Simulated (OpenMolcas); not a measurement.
```
&GATEWAY
Basis set
Co.ANO-RCC-VDZP.
Co1 0.0 0.0 0.0 Angstrom
End of basis
Basis set
O.ANO-RCC-VDZP.
L1 1.941000 0.000000 0.000000 Angstrom
L2 0.000000 1.941000 0.000000 Angstrom
L3 0.000000 0.000000 1.941000 Angstrom
End of basis
Basis set
Mg.EMB-AIMP.Pascual.10s4p.1s1p.ECP.MgO.
PseudoCharge
* 3 symmetry-unique lattice sites within 7.6 angstrom
End of basis
Basis set
Mg.EMB-AIMP.Pascual.0s.0s.ECP.MgO.
PseudoCharge
* 40 symmetry-unique lattice sites within 7.6 angstrom
End of basis
Basis set
O.EMB-AIMP.Pascual.0s.0s.ECP.MgO.
PseudoCharge
* 55 symmetry-unique lattice sites within 7.6 angstrom
End of basis
Symmetry
XYZ
AngMom=0.0 0.0 0.0
AMFI
RICD
XField
997 Angstrom 0
* Evjen-weighted lattice charges
&SEWARD
&RASSCF
FileOrb=start.orb
Symmetry=1
Spin=5
nActEl=6 0 0
Inactive=18 21
Ras2=5 0
CIRoot=5 5 1
SDav=5
CIMx=300
Iter=150 100
PrWF=0.3
OrbListing=Nothing
MaxOrb=0
LevShft=1.0
>>> COPY $Project.JobIph JOB001
&RASSCF
FileOrb=start.orb
Symmetry=1
Spin=3
nActEl=6 0 0
Inactive=18 21
Ras2=5 0
CIRoot=45 45 1
SDav=45
CIMx=300
Iter=150 100
PrWF=0.3
OrbListing=Nothing
MaxOrb=0
LevShft=1.0
>>> COPY $Project.JobIph JOB002
&RASSCF
FileOrb=start.orb
Symmetry=1
Spin=1
nActEl=6 0 0
Inactive=18 21
Ras2=5 0
CIRoot=50 50 1
SDav=50
CIMx=300
Iter=150 100
PrWF=0.3
OrbListing=Nothing
MaxOrb=0
LevShft=1.0
>>> COPY $Project.JobIph JOB003
&RASSI
NrOfJobIphs=3 5 45 50
1 2 3 4 5
1 2 3 4 5 6 7 8 9 10 11 12 13 14 15 16 17 18 19 20 21 22 23 24 25 26 27
28 29 30 31 32 33 34 35 36 37 38 39 40 41 42 43 44 45
1 2 3 4 5 6 7 8 9 10 11 12 13 14 15 16 17 18 19 20 21 22 23 24 25 26 27
28 29 30 31 32 33 34 35 36 37 38 39 40 41 42 43 44 45 46 47 48 49 50
IphNames
JOB001
JOB002
JOB003
EJob
SpinOrbit
DIPRint=1.0
SOCoupling=1000.0
Subsets=2
Property=9
'ANGMOM' 1 'ANGMOM' 2 'ANGMOM' 3 'MLTPL  1' 1 'MLTPL  1' 2 'MLTPL  1' 3
'AMFI' 1 'AMFI' 2 'AMFI' 3
SOProperty=3
'ANGMOM' 1 'ANGMOM' 2 'ANGMOM' 3
```

Command:
```bash
OMP_NUM_THREADS=1 MOLCAS_MEM=2457 MOLCAS_PROJECT=a pymolcas a.inp > a.log  # once for each step of the input, in one work folder
```

Computed with OpenMolcas: state-averaged CASSCF, active space 6 electrons in the shell 3d, basis ANO-RCC-VDZP on all atoms, DKH2 scalar Hamiltonian, spin-orbit coupling by RASSI with atomic mean-field integrals.

Co³⁺ (3d⁶) as a dopant in MgO, a cluster with its 6 nearest O²⁻ at 1.941 Å (octahedron) embedded in model potentials and point charges; the geometry was set, not optimised. The cluster and the levels that result:

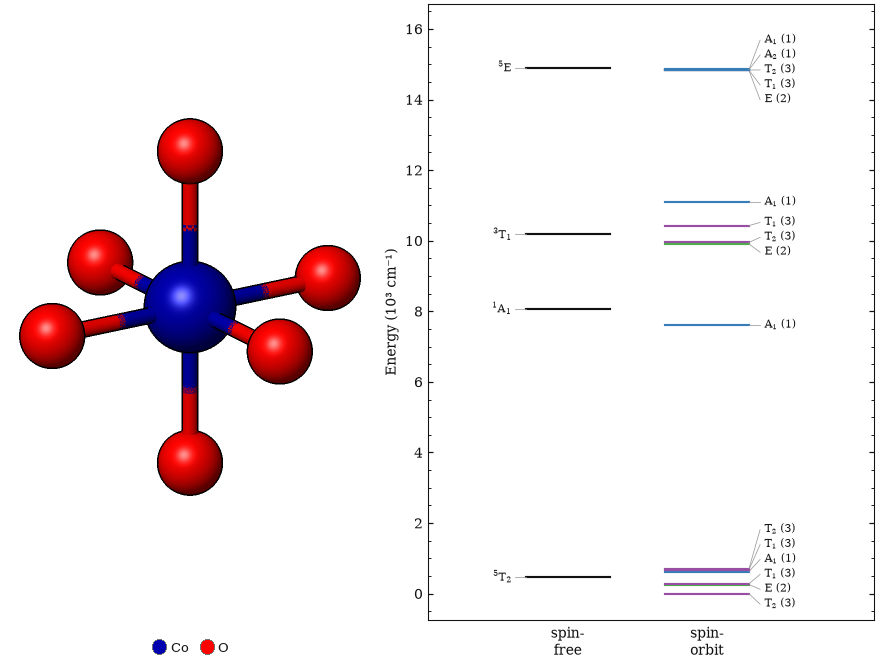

Labels give the representation in O, Td, D4 or D3 as the site allows (double group for half-integer spin) where it could be assigned and, in brackets, the degeneracy; spin-free states, where drawn, share the zero of the spin-orbit levels.

The ground level is T₂, 3-fold degenerate, 100 % from states of spin multiplicity 5. The next level lies at 257 cm⁻¹ (E). The lowest spin-free state is ⁵T₂; of the same spin there follows at 14,400 cm⁻¹ (⁵E) above it. The active orbitals hold 85 to 95 % metal character (Löwdin), and the Mulliken charge of the metal is +1.87.

Caveat: small active space favours high spin, ground spin may be wrong; the geometry is set by hand, with no relaxation and no charge compensation.
